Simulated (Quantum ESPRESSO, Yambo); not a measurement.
# Quasiparticle gap of GaN (P6_3mc) in Yambo, part 3 of 3

Aim: the G0W0 gap of GaN (P6_3mc) on PBE, step by step.

Quantum ESPRESSO 7.5 and Yambo 5.3.0; PBE and many-body steps on it, plane waves. Known limits of the many-body steps: not at the basis limit; no spin-orbit coupling.

So far. Step 3 (Bands along the symmetry lines): The gap is 2.001 eV, as in the run before at this level. Step 4 (Empty states on the mesh, 6×6×4 mesh, 214 bands): On this mesh the gap is 2.001 eV.

The database entry behind the starting cell differs from later determinations by our own check (about 0.3 % short, ideal inner coordinate), so it need not match the best structure at ambient conditions.

## 6. Screening and self-energy, 6×6×4 mesh, 102 bands, screening to 156.5 eV

G0W0 replaces the xc potential by the self-energy, built once from these orbitals. Only a window of levels is corrected, while the sums run over the empty bands that the input names.

This step: G0W0 on PBE, plane waves, norm-conserving pseudopotentials.

Contents of gw2.in:

```
HF_and_locXC
gw0
dyson
ppa
em1d
rim_cut
RandQpts= 1000000
RandGvec= 1 RL
EXXRLvcs= 104 Ry
VXCRLvcs= 416 Ry
Chimod= "HARTREE"
% BndsRnXp
 1 | 102 |
%
NGsBlkXp= 11.5 Ry
% LongDrXp
 1 | 1 | 1 |
%
% GbndRnge
 1 | 102 |
%
DysSolver= "n"
ExtendOut
PPAPntXp= 27.21138 eV
% QPkrange
 1 | 1 | 25 | 28 |
%
```

Started as:

```
> OMP_NUM_THREADS=1 mpirun -n 4 yambo -F gw2.in -J gw2 -C gw2 > gw2.log
```

Log:

```text
 Yambo, version 5.3.0

 [02] CORE Variables Setup
 =========================

  [... cell, symmetries and grids as in the set-up ...]

  [02.05] Energies & Occupations
  ==============================

  [X] === General ===
  [X] Electronic Temperature                        :  0.000000  0.000000 [eV K]
  [X] Bosonic    Temperature                        :  0.000000  0.000000 [eV K]
  [X] Finite Temperature mode                       : no
  [X] El. density                                   :  0.11494E+25 [cm-3]
  [X] Fermi Level                                   :  11.85610 [eV]

  [X] === Gaps and Widths ===
  [X] Conduction Band Min                           :  2.000871 [eV]
  [X] Valence Band Max                              :  0.000000 [eV]
  [X] Filled Bands                                  :  26
  [X] Empty Bands                                   :   27  214
  [X] Direct Gap                                    :  2.000871 [eV]
  [X] Direct Gap localized at k                     :  1
  [X] Indirect Gap                                  :  2.000871 [eV]
  [X] Indirect Gap between kpts                     :  1  1
  [X] Last valence band width                       :  2.707424 [eV]
  [X] 1st conduction band width                     :  4.527718 [eV]

 [03] Transferred momenta grid and indexing
 ==========================================

 IBZ Q-points                                      :  24
 BZ  Q-points                                      :  144

 K/Q-points units:
 rlu = crystal or reduced units; cc = cartesian coordinates; iku = interal k-units

 Q [ 1]         [rlu]:  0.000000  0.000000  0.000000
 Q [ 2]         [rlu]:  0.000000  0.000000  0.250000
 Q [ 3]         [rlu]:  0.000000  0.000000 -0.500000
 Q [ 4]         [rlu]: -0.63047E-17  0.16667       0.0000
 Q [ 5]         [rlu]: -0.63047E-17  0.16667      0.25000
 Q [ 6]         [rlu]: -0.63047E-17  0.16667     -0.50000
 Q [ 7]         [rlu]: -0.12609E-16  0.33333       0.0000
 Q [ 8]         [rlu]: -0.12609E-16  0.33333      0.25000
 Q [ 9]         [rlu]: -0.12609E-16  0.33333     -0.50000
 Q [10]         [rlu]:  0.18914E-16 -0.50000       0.0000
     [... 12 further rows ...]
 Q [23]         [rlu]:  0.12609E-16 -0.33333      0.25000
 Q [24]         [rlu]: -0.166667 -0.333333  0.250000

 [04] Coloumb potential Random Integration (RIM)
 ===============================================

  [04.01] RIM initialization
  ==========================

  * Diagonal components only detected *

  8 x (sBL volume)        :  0.045137 [a.u.]
  sBZ random points       :  1000000
  Points outside the sBZ  :   7994252
  RL volume               :  0.812463 [a.u.]
  Integrated volume       :  0.813047 [a.u.]

  [04.02] RIM integrals
  =====================

  Gamma point sphere radius             :  0.064584 [a.u.]
  Points outside the sphere             :   799512
  [Int_sBZ(q=0) 1/q^2]*(Vol_sBZ)^(-1/3) =:  7.693166
                                 should be <:  7.795600

  Summary of Coulomb integrals for non-metallic bands |Q|[au] RIM/Bare

  Q [1] 0.100000E-4 0.986860 * Q [2] 0.160904 0.991252
  Q [4] 0.201220 1.084243 * Q [5] 0.257643 1.044913
  Q [22] 0.257643 1.045669 * Q [3] 0.321808 1.006357
  Q [13] 0.348524 1.029178 * Q [6] 0.379539 1.012759
  Q [14] 0.383874 1.021857 * Q [7] 0.402441 1.021951
  Q [23] 0.433415 1.017871 * Q [8] 0.433415 1.017418
  Q [15] 0.474372 1.011636 * Q [9] 0.515285 1.010588
  Q [16] 0.532379 1.012815 * Q [24] 0.556163 1.011338
  Q [17] 0.556163 1.011095 * Q [10] 0.603661 1.010419
  Q [18] 0.622083 1.008157 * Q [11] 0.624737 1.009299
  Q [12] 0.684081 1.007302 * Q [19] 0.697048 1.007759
  Q [20] 0.715378 1.007101 * Q [21] 0.767747 1.005934

 [05] Dipoles
 ============

  [05.01] Setup: observables and procedures
  =========================================

  [WARNING] [x,Vnl] slows the Dipoles computation. To neglect it rename the ns.kb_pp file

 [06] Dynamic Dielectric Matrix (PPA)
 ====================================

 [WR./gw2//ndb.pp]---------------------------------------------------------------
  Brillouin Zone Q/K grids (IBZ/BZ)                :   24  144   24  144
  RL vectors                                       :   6741 [WF]
  Coulomb cutoff potential                         : none
  Electronic Temperature                           :  0.000000 [K]
  Bosonic    Temperature                           :  0.000000 [K]
  PPA    diel. fun.  energies                      : Perdew, Burke & Ernzerhof(X)+Perdew, Burke & Ernzerhof(C)
  wavefunctions                                    : Perdew, Burke & Ernzerhof(X)+Perdew, Burke & Ernzerhof(C)
  Global Gauge                                     : length
  X matrix size                                    :  245
  X band range                                     :    1  102
  X e/h energy range                               : -1.000000 -1.000000 [eV]
  X Time ordering                                  : R
  X Hxc Kernel                                     : HARTREE
  X Drude frequency                                :  0.000000  0.000000
  X poles                                          :  100.0000 [o/o]
  RL vectors in the sum                            :   6741
  [r,Vnl] included                                 : yes
  Field direction                                  :  0.577350E-5  0.577350E-5  0.577350E-5
  BZ energy Double Grid                            : no
  BZ energy DbGd points                            : 0
  BZ Q point size factor                           : -1.000000
  X Optical Averaged directions                    : none

 [07] Local Exchange-Correlation + Non-Local Fock
 ================================================

 [VXC] Plane waves :   43821
 [EXS] Plane waves :   5479

 QP @ state[ 1 ] K range:  1  1
 QP @ state[ 1 ] b range:  25  28

 [xc] Functional : Perdew, Burke & Ernzerhof(X)+Perdew, Burke & Ernzerhof(C)
 [xc] LIBXC used to calculate xc functional
  PP Number of Atomic Species                      :  2
  NLCC RL compoments                               :   43821
  PP Number of Atomic Species                      :  2
  NLCC RL compoments                               :   43821

 [xc] E_xc :  -48.25349 [Ha]
      E_xc :  -96.50698 [Ry]

  Local XC kind (lXC) : Perdew, Burke & Ernzerhof(X)+Perdew, Burke & Ernzerhof(C)
  Non-Local XC kind (nlXC) : Hartree-Fock

  Corrections @ K [1] :  [eV]
 <25|nlXC|25> = -22.54482 -0.14324E-16 <25|lXC|25> = -19.13767  0.000000
 <26|nlXC|26> = -22.54481  0.11960E-16 <26|lXC|26> = -19.13767  0.47204E-16
 <27|nlXC|27> = -10.17952 -0.19273E-17 <27|lXC|27> = -14.21472 -0.18882E-15
 <28|nlXC|28> = -9.062920 -0.33300E-18 <28|lXC|28> = -14.00871  0.000000

 [08] Dyson equation: Newton solver
 ==================================

  [08.01] G0W0 (W PPA)
  ====================

  [  GW  ] Bands range     :    1  102
  [GW/PPA] G damping       :  0.100000 [eV]

  QP @ state[ 1 ] K range:  1  1
  QP @ state[ 1 ] b range:  25  28

   Sc/G bands                                       :    1  102
   Sc/G damping                                     :  0.100000 ev
   Sc bands terminator                              : no
   Sx RL components                                 :   5479

   QP @ state[ 1 ] K range                          :  1  1
   QP @ state[ 1 ] b range                          :  25  28
   GF energies kind                                 : Perdew, Burke & Ernzerhof(X)+Perdew, Burke & Ernzerhof(C)
   GF WF`s kind                                     : Perdew, Burke & Ernzerhof(X)+Perdew, Burke & Ernzerhof(C)
   Xs energies kind                                 : Perdew, Burke & Ernzerhof(X)+Perdew, Burke & Ernzerhof(C)
   Xs WF`s kind                                     : Perdew, Burke & Ernzerhof(X)+Perdew, Burke & Ernzerhof(C)

 [11] Game Over & Game summary
```

Elapsed: 10 min, on 4 MPI ranks of Arm Neoverse V2, shared host; peak memory 3.8 GiB; 41 min of CPU time.

This step gave:

```
G0W0 gap on the points computed              : 2.857 eV
starting gap on the mesh                     : 2.001 eV
k of the valence top                         : 0, 0, 0
k of the conduction bottom                   : 0, 0, 0
least direct G0W0 gap on the computed points : 2.857 eV
Z at the valence top                         : 0.7928
Z at the conduction bottom                   : 0.8191
```

The gap on the mesh goes from 2.00 eV to 2.86 eV, a correction of +0.86 eV.

Limits: finite bands, cutoff and mesh; no spin-orbit coupling. v1 is the top filled band, c1 the lowest empty one. The levels before and after the correction (eV, zero at the valence-band top of each column):

```tsv
	conduction bottom	valence top
Kohn-Sham	2.00	0.00
G0W0	2.86	0.00
```

```tsv
	level	energy (eV)
Kohn-Sham	Γ v2-v1	0.000
Kohn-Sham	Γ c1	2.001
Kohn-Sham	Γ c2	4.338
G0W0	Γ v2-v1	0.000
G0W0	Γ c1	2.857
G0W0	Γ c2	5.369
```

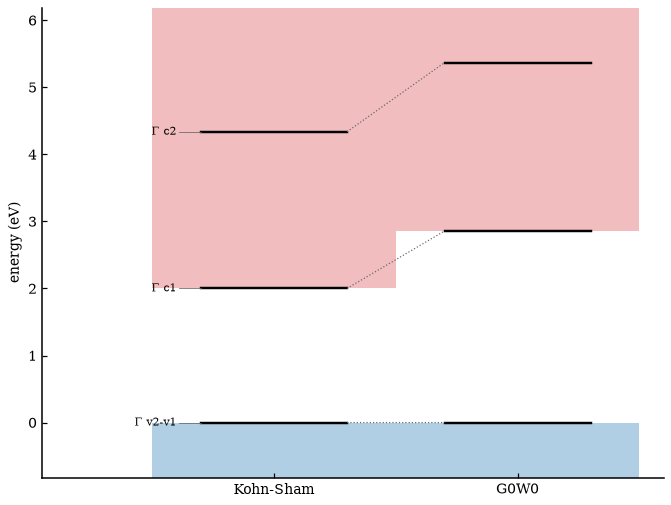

Levels before and after the correction. Shaded: valence and conduction bands.

## 7. Where the time went

Times are wall times on the hardware named with each run, good to a factor of about two.

```tsv
step	time	share	memory (GiB)
ground state	16 s	2 %	0.37
bands along the symmetry lines	9.8 s	1 %	0.28
empty states on the mesh	58 s	8 %	0.61
conversion and set-up	2.7 s	0 %	0.25
screening and self-energy	10 min	88 %	3.8
```

## 8. Outcome

- PBE gap: 2.00 eV, direct
- G0W0 gap on the mesh: 2.86 eV
- GW settings: 6×6×4 mesh, 102 bands, screening to 156.5 eV, Godby-Needs plasmon pole
- known limits: not at the basis limit; no spin-orbit coupling

In words: G0W0 moves the gap on the mesh from 2.00 eV to 2.86 eV (+0.86 eV), with Z of 0.79 and 0.82 at the edges. Only 1 of the mesh's irreducible points was corrected, so a valley elsewhere could overtake. The dearest step here is «screening and self-energy». Bands and cutoff are finite, so the gap is not at the basis limit. The miss can reach some tenths of an eV and take either sign; the mesh is an error of its own. In the G0W0 run levels were corrected at 1 k point alone, so a gap called «on the mesh» is the least over those, and an edge elsewhere would be missed. The many-body steps are scalar-relativistic: spin-orbit coupling is not in them.

[Paths, hosts, dates, memory and timing lines, banners, echoed tables and standing remarks are left out of the program output.]

[Logs are printed without paths, hosts, clocks, repeated set-up lines and the standing remarks that a program may print on its own settings, such as how far it seeks lower states.]

[Runs of the session that timed out or met a known fault of the program may be left out.]

[Hosts, paths, dates, database ids (printed as entryN), source tags and the programs' standing remarks are cut or masked in the printed files.]
